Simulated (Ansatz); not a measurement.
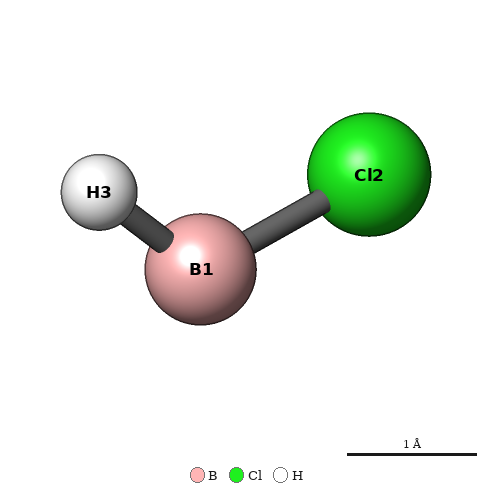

Numbered structure. State: neutral, doublet. The computed structure is the end point of a PBE0-D4/def2-TZVP optimisation. No frequency run is at hand to confirm it as a minimum.

Give the bond lengths.

```csv
bond,length (Å),order
B1–Cl2,1.710,single
B1–H3,1.193,single
```
